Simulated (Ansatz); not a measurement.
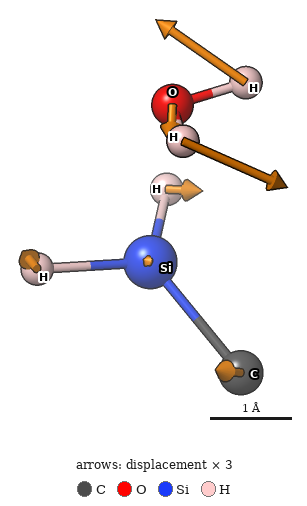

A relaxation of CH4OSi. The starting structure is drawn; orange arrows show the displacements, magnified 3 times. The two geometries are superimposed by the best rigid fit.

The picture is a ball-and-stick view, seen from a free direction.

It is one of the separated reactants of a reaction.

These are results of Ansatz, RKS PBE0-D4/def2-TZVP, not measurements. (force threshold 0.005 eV/Å; at most 200 steps)

**Describe the change and its energy.**

After 19 accepted moves (21 points after the start) the energy has fallen by 0.96 kcal/mol. Largest force component: 0.92 eV/Å at the start, 0.0037 eV/Å at the end. The line search rejected the trial steps at points 13, 15 of the run. The largest move after the best rigid fit is that of an H atom, 0.50 Å. By element the largest moves are H 0.50 Å, C 0.19 Å, O 0.19 Å, Si 0.04 Å. Near-neighbour distances that change, for instance: O–Si 2.389 → 2.292 Å, H–Si 1.505 → 1.482 Å, C–Si 1.800 → 1.781 Å, H–O 0.980 → 0.965 Å. Among the angles between lasting bonds that change: H–O–H 102.8° → 106.0°. Cost: 40 s on 2 threads of Arm Neoverse V1, on a shared host.

Limits of the set-up: the start holds two separate molecules, 2.4 Å apart at their closest, whose relative position is a soft coordinate.
